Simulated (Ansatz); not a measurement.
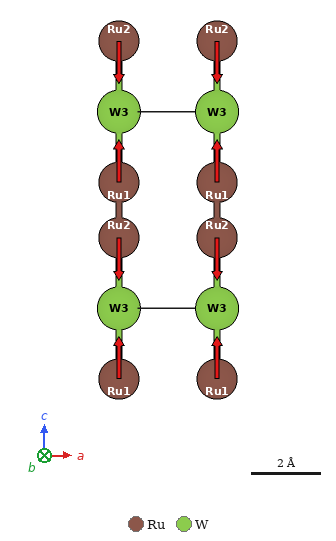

This is a relaxation of solid Ru2W (a generated structure, set up in P6/mmm) (coarse preliminary run). The starting structure is drawn; red arrows show the displacements (the part carried along by the change of the cell is left out), 5 times their true length.

A ball-and-stick model of the cell of the calculation, seen along the b axis.

Level of theory: DFT PBE, scalar-relativistic, plane waves, PAW (Ansatz 0.2.0). (plane-wave cutoff 420 eV; k-point mesh 6 × 6 × 4; occupations gaussian; smearing width 0.1 eV; no spin polarisation; cell and atoms relaxed; force threshold 0.04 eV/Å; at most 70 steps)

Q: Which element moves most?

A: Ruthenium: up to 0.25 Å, against 0.00 Å for tungsten.

Q: What did the optimiser do to the structure, and how much energy did it gain?

A: The energy falls by 5457 meV per atom in 12 accepted moves (14 points after the start). Largest force component: 42 eV/Å at the start, 0.00057 eV/Å at the end. Pressure: 110.65 GPa at the start and 0.01 GPa at the end. The SCF was repeated twice at an unchanged geometry on a basis and grid sized afresh for the cell, which shifted the energy by 43.2 meV per atom at most. The largest moves relative to the cell, 0.25 Å, are those of Ru1 and Ru2. Ru1 goes along +c. W stays in place. The drawn cell changes as follows: a = b 3.305 → 2.750 Å (−16.8 %), c 5.734 → 7.328 Å (+27.8 %); the volume changes by −11.5 %. Among the contacts that change: Ru1–Ru2 1.614 → 2.568 Å, W3–W3 3.305 → 2.750 Å, Ru1–Ru1 3.305 → 2.750 Å, Ru1–W3 2.060 → 2.380 Å. The space group stays P6/mmm (No. 191).
